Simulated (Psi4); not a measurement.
**QCISD/6-31G(d,p) (density fitting, Cartesian functions) run of BNH2F2 (SMILES NB(F)F)**

Aim: the energy difference between two shapes of BNH2F2 at QCISD/6-31G** (density fitting, Cartesian functions), from 2 runs. 

Program for the calculation: Psi4 1.11.

1 further run of the same task is left out (set aside as unsound or not needed).

**1. The system as given**

BNH2F2 has 6 atoms, charge 0, and is taken as a singlet. SMILES: `NB(F)F`. The coordinates come from a PBE0-D4/def2-TZVP relaxation.

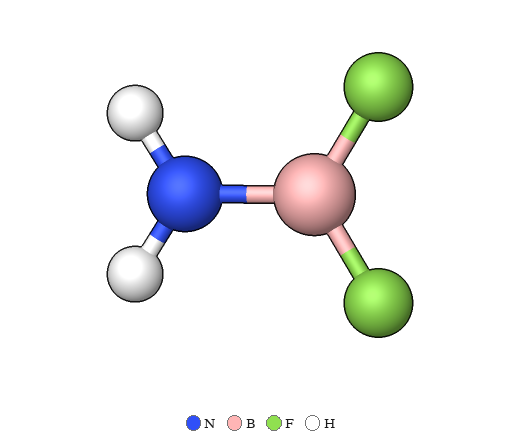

The structure, seen from a chosen angle (nitrogen blue, boron pink, fluorine green, hydrogen white).

**2. The energy at QCISD/6-31G(d,p) (density fitting, Cartesian functions)**

calc.py reads:

```python
import psi4

psi4.set_memory('1600 MB')
psi4.set_num_threads(1)
psi4.set_output_file('psi4.out', False)

geom = psi4.geometry("""
0 1
N
B 1 1.392159
F 2 1.329553 1 121.19598
F 2 1.329577 3 117.60327 1 179.99329
H 1 1.003462 2 122.38641 3 179.99062
H 1 1.003428 5 115.22219 2 179.98728
symmetry c1
""")

psi4.set_options({
    'scf_type': 'disk_df',
    'freeze_core': True,
})

result, w = psi4.energy("qcisd/6-31G**", return_wfn=True)
print('E =', round(result, 9))
for k, v in sorted(psi4.core.scalar_variables().items()):
    print(f'{k:45s} {v:18.10f}')
```

Launch:

```sh
python calc.py
```

psi4.out:

```text
[...]
  Running in c1 symmetry.
[...]
  Nuclear repulsion =  112.807407914872115
[...]
  Multiplicity = 1
[...]
  Nalpha       = 16
  Nbeta        = 16
[...]
    Number of basis functions: 70
[...]
   @DF-RHF iter   1:  -279.26734638953604   -8.61956e-01   6.94558e-03 DIIS/ADIIS
[...]
   @DF-RHF iter  10:  -279.36078939885715   -7.73070e-12   5.42314e-09 DIIS
[...]
    Orbital Energies [Eh]
    ---------------------
    Doubly Occupied:
       1A    -26.295501     2A    -26.295488     3A    -15.567009
       4A     -7.699868     5A     -1.617798     6A     -1.587160
       7A     -1.175332     8A     -0.795440     9A     -0.749271
      10A     -0.728437    11A     -0.691213    12A     -0.670871
      13A     -0.636417    14A     -0.618880    15A     -0.612027
      16A     -0.445453
[...]
  @DF-RHF Final Energy:  -279.36078939885715
   => Energetics <=
    Nuclear Repulsion Energy =            112.8074079148721154
    One-Electron Energy =                -611.9640631530788824
    Two-Electron Energy =                 219.7958658393496592
    Total Energy =                       -279.3607893988571504
[...]
 Multipole Moments:
 ------------------------------------------------------------------------------------
     Multipole            Electronic (a.u.)      Nuclear  (a.u.)        Total (a.u.)
 ------------------------------------------------------------------------------------
 L = 1.  Multiply by 2.5417464519 to convert [e a0] to [Debye]
 Dipole X            :          0.0000625           -0.0001008           -0.0000384
 Dipole Y            :         -0.0000624            0.0000962            0.0000338
 Dipole Z            :          3.7908101           -4.8719018           -1.0810916
 Magnitude           :                                                    1.0810916
[...]
      * MP2 total energy:                   -279.948228461295
[...]
      * MP3 total energy:                   -279.954812343658
[...]
      * QCISD total energy:                 -279.966063116940
[...]
```

Wall time 5.1 s (1 thread of Intel Xeon 6975P-C (Granite Rapids), shared host); peak memory 0.36 GiB.

**3. The distorted shape at the same level**

bf2h2n.dat reads:

```
memory 1.6 GB

molecule {
  N     -0.41291083     1.29662613    -0.35364335
  B      0.35274384    -1.16390122     0.19214924
  F     -1.26815174    -2.82721359     1.08427761
  F      2.77162729    -1.84195385    -0.09887236
  H      0.81090605     2.65780342    -0.93881405
  H     -2.20609084     1.86642013    -0.10500830
  units bohr
  symmetry c1
}

set reference rhf
set scf_type disk_df
set freeze_core true

e, wfn = energy("qcisd/6-31G**", return_wfn=True)
```

Launch:

```sh
psi4 bf2h2n.dat bf2h2n.out -n 1
```

bf2h2n.out:

```text
[...]
  Running in c1 symmetry.
[...]
  Nuclear repulsion =  112.805104856456410
[...]
  Multiplicity = 1
[...]
  Nalpha       = 16
  Nbeta        = 16
[...]
    Number of basis functions: 70
[...]
   @DF-RHF iter   1:  -279.26652555666260   -8.65884e-01   6.93585e-03 DIIS/ADIIS
[...]
   @DF-RHF iter  11:  -279.35996651413666   -9.09495e-13   3.62262e-09 DIIS
[...]
    Orbital Energies [Eh]
    ---------------------
    Doubly Occupied:
       1A    -26.300064     2A    -26.293555     3A    -15.566512
       4A     -7.699648     5A     -1.620184     6A     -1.588471
       7A     -1.171118     8A     -0.796172     9A     -0.750208
      10A     -0.727687    11A     -0.692850    12A     -0.668659
      13A     -0.637818    14A     -0.620271    15A     -0.609507
      16A     -0.443320
[...]
  @DF-RHF Final Energy:  -279.35996651413666
   => Energetics <=
    Nuclear Repulsion Energy =            112.8051048564564098
    One-Electron Energy =                -611.9580547744542400
    Two-Electron Energy =                 219.7929834038612000
    Total Energy =                       -279.3599665141366586
[...]
 Multipole Moments:
 ------------------------------------------------------------------------------------
     Multipole            Electronic (a.u.)      Nuclear  (a.u.)        Total (a.u.)
 ------------------------------------------------------------------------------------
 L = 1.  Multiply by 2.5417464519 to convert [e a0] to [Debye]
 Dipole X            :          1.0813171           -1.4210002           -0.3396831
 Dipole Y            :         -3.5721951            4.5396363            0.9674412
 Dipole Z            :          0.7823031           -0.9892832           -0.2069801
 Magnitude           :                                                    1.0460248
[...]
      * MP2 total energy:                   -279.947623169016
[...]
      * MP3 total energy:                   -279.954172030765
[...]
      * QCISD total energy:                 -279.965461742531
[...]
```

It took 4.8 s on 1 thread of Intel Xeon 6975P-C (Granite Rapids), shared host; peak memory 0.36 GiB.

**4. Results**

Level: QCISD/6-31G** (density fitting, Cartesian functions), 4 core orbitals frozen.

| quantity | value |
| --- | --- |
| first shape: total energy | -279.96606 Eh |
| first shape: HOMO energy (Hartree–Fock orbitals) | -12.12 eV |
| first shape: LUMO energy (Hartree–Fock orbitals) | 6.01 eV |
| first shape: HOMO–LUMO gap (Hartree–Fock orbitals) | 18.13 eV |
| first shape: correlation energy (4 core orbitals frozen) | -605.3 mEh |
| first shape: T1 diagnostic | 0.013 |
| distorted shape: total energy | -279.96546 Eh |
| distorted shape: HOMO energy (Hartree–Fock orbitals) | -12.06 eV |
| distorted shape: LUMO energy (Hartree–Fock orbitals) | 5.99 eV |
| distorted shape: HOMO–LUMO gap (Hartree–Fock orbitals) | 18.05 eV |
| distorted shape: correlation energy (4 core orbitals frozen) | -605.5 mEh |
| distorted shape: T1 diagnostic | 0.013 |
| energy change with the atoms displaced | 0.016 eV |

With the atoms displaced the energy rises by 0.02 eV (0.4 kcal/mol). The first shape isn't relaxed at this level, so the change isn't measured from a minimum.
